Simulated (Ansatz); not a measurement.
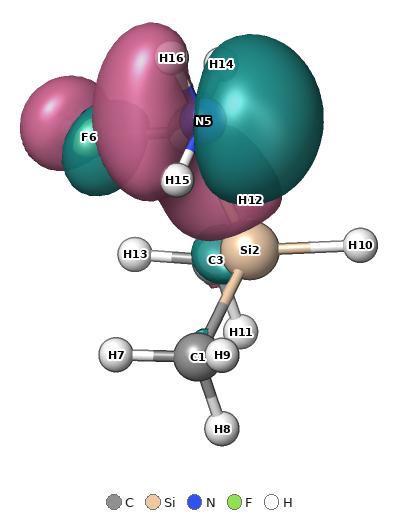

C₃H₁₀FNSi. The HOMO at ±0.1 Å⁻³ᐟ² (teal and pink are the two phases), seen at an oblique angle.

All numbers below come from RKS PBE-D4/def2-SVP in Ansatz.

Input file:

```
crystal:
  periodic: [false, false, false]
  atoms:
    - { symbol: C, position_ang: [0.4977, -1.8134, 0.059] }
    - { symbol: Si, position_ang: [0.6336, 0.0837, -0.0211] }
    - { symbol: C, position_ang: [0.9764, 0.6268, -1.7827] }
    - { symbol: C, position_ang: [-0.8231, 0.9557, 0.6034] }
    - { symbol: "N", position_ang: [-1.2457, 0.5407, 1.9434] }
    - { symbol: F, position_ang: [-1.9519, 0.6067, -0.1725] }
    - { symbol: H, position_ang: [-0.3798, -2.0931, -0.5472] }
    - { symbol: H, position_ang: [1.3825, -2.2464, -0.3487] }
    - { symbol: H, position_ang: [0.2993, -2.0927, 1.1173] }
    - { symbol: H, position_ang: [1.8167, 0.4588, 0.8384] }
    - { symbol: H, position_ang: [1.9069, 0.1409, -2.119] }
    - { symbol: H, position_ang: [1.1774, 1.716, -1.8011] }
    - { symbol: H, position_ang: [0.1365, 0.3911, -2.4559] }
    - { symbol: H, position_ang: [-0.8106, 2.0434, 0.5683] }
    - { symbol: H, position_ang: [-0.65008, -0.226, 2.28269] }
    - { symbol: H, position_ang: [-1.09955, 1.33146, 2.61385] }
basis:
  gaussian: { orbitals: def2-SVP }
hamiltonian:
  xc: pbe
  dispersion: d4
relax:
  f_tol: 0.015
  max_steps: 40
output:
  orbitals: {}
```

Command:

```sh
ansatz run input.yaml --threads 2 --pin off --max-ram 3072MiB --backend cpu --events-out ev --progress --plain --runs-dir out
```

The fields are those of the relaxed geometry.

### Where does this orbital lie, and at what energy?

It lies mainly on N5 (about 60 %), F6 (about 15 %) and C4 (about 10 %). Its energy is −6.00 eV.
